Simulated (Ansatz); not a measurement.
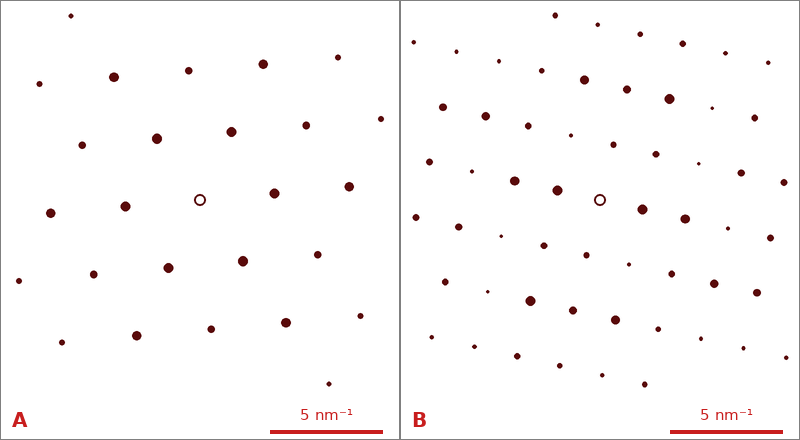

Kinematic electron diffraction patterns (120 kV, B = 0.5 Å², same scale, each along a low-index zone) of two structures of composition Na2Ti, each relaxed at zero pressure with Ansatz, DFT PBE, scalar-relativistic, plane waves, PAW. The runs are not spin-polarised.

The structures (standard cells):
1. C2/m (No. 12), a = 11.149 Å, b = 6.752 Å, c = 4.797 Å, β = 114.02°, 12 atoms; generated start, possibly hypothetical
2. Fd-3m (No. 227), a = 8.391 Å, 24 atoms; generated start, possibly hypothetical

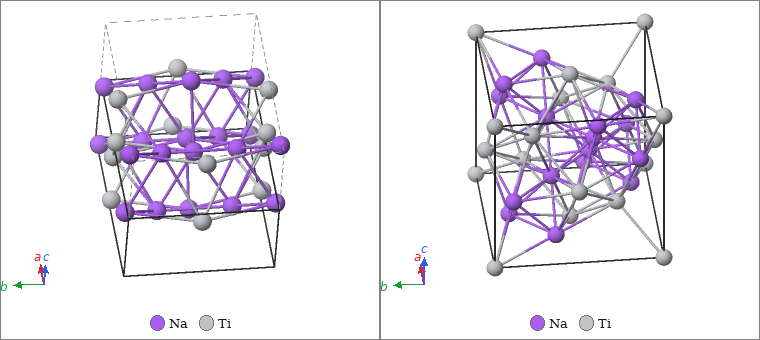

Drawings of the structures 1 to 2, from left to right (each may span several cells).

Question: Which pattern belongs to which structure, and along which zone?

Answer: A is structure 2 along [111] or an equivalent direction: hexagonal net of -2 2 0 at d = 2.97 Å and -2 0 2 at d = 2.97 Å, 60.0° apart. B is structure 1 along [011] or an equivalent direction: oblique net (close to rectangular) of 2 0 0 at d = 5.09 Å and 1 1 -1 at d = 3.91 Å, 88.8° apart.

Question: Which structure lies lowest at this level of theory, and by how much?

Answer: Structure 1 (C2/m, 27.48 Å³ an atom) is the lowest of these; structure 2 (Fd-3m, 24.62 Å³ an atom) lies about 320 meV an atom higher. These are static energies at 0 K; other structures, not shown, may lie lower still.
